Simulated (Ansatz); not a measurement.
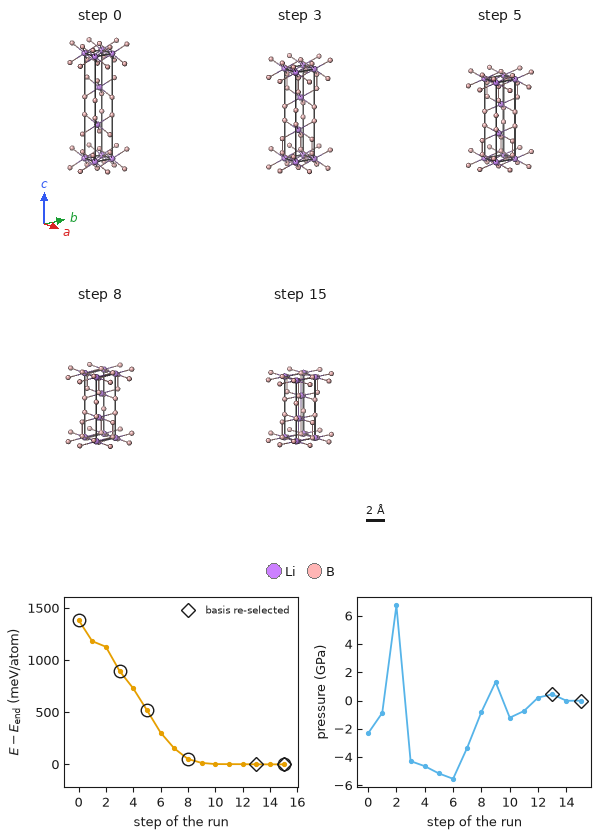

Frames of a relaxation of a crystal of LiB₂ (a generated structure, set up in R-3m) (coarse preliminary run), marked on the history of the run. Style: ball-and-stick. Shown: the conventional cell (3 times the calculation's cell), slightly off an axis. Lengths and directions refer to the drawn axes.

Computed with DFT PBE, scalar-relativistic, plane waves, PAW (Ansatz). Settings: plane-wave cutoff 420 eV; k-point mesh 6 × 6 × 6; occupations gaussian; smearing width 0.1 eV; no spin polarisation; cell and atoms relaxed; force threshold 0.04 eV/Å; at most 70 steps.

Q: What happens along the run?

A: Over 13 accepted moves (15 points after the start) the energy falls by 1386 meV per atom. The largest force component goes from 2.5 to 0.0036 eV/Å. The pressure goes from −2.32 to −0.01 GPa. The SCF was repeated twice at an unchanged geometry on a basis and grid sized afresh for the cell, which shifted the energy by 1.6 meV per atom at most. The largest moves relative to the cell, 0.29 Å, are those of B atoms. Li stays in place. Cell: a = b 3.112 → 3.447 Å (+10.8 %), c 11.972 → 6.917 Å (−42.2 %). Volume −29.1 %. Among the contacts that change: B–Li 4.981 → 2.587 Å, B–B 2.675 → 2.068 Å, B–B 2.010 → 1.743 Å, B–Li 2.052 → 2.010 Å. New bonds form: B–Li (4.98 → 2.59 Å). Bond angles that change, for instance: B–Li–B 98.7° → 118.1°, B–Li–B 81.3° → 61.9°, Li–B–Li 98.7° → 118.1°. The space group stays R-3m (No. 166). Cost: 21 s on 1 thread of AMD EPYC 7R43 64-Core Processor (Zen 3) (shared host), peak memory 0.35 GiB. From step 0 to 3: B atoms move most (0.06 Å), volume −0.2 %, energy −490 meV per atom. From step 3 to 5: B atoms move most (0.09 Å), volume −7.3 %, energy −376 meV per atom. From step 5 to 8: B atoms move most (0.17 Å), volume −17.7 %, energy −469 meV per atom. From step 8 to 15: B atoms move most (0.10 Å), volume −6.9 %, energy −51.4 meV per atom.

```tsv
step	E − E(0), meV/atom	largest force component, eV/Å	pressure, GPa	volume, Å³/atom	note
0	0.00	2.4543	-2.32	11.159	
1	-204.48	1.7918	-0.87	10.968	
2	-257.92	2.8111	6.73	10.817	
3	-490.16	1.6800	-4.29	11.133	
4	-657.06	2.2421	-4.64	10.758	
5	-865.68	2.7657	-5.16	10.321	
6	-1081.36	2.0507	-5.54	9.782	
7	-1232.74	1.4681	-3.33	9.121	
8	-1334.92	1.1889	-0.81	8.499	
9	-1372.34	0.2860	1.31	7.903	
10	-1383.68	0.0794	-1.21	8.018	
11	-1384.42	0.0280	-0.74	7.957	
12	-1384.69	0.0134	0.21	7.881	
13	-1386.30	0.0135	0.44	7.881	same geometry, new basis
14	-1386.32	0.0035	-0.02	7.908	
15	-1386.36	0.0036	-0.01	7.908	same geometry, new basis
```
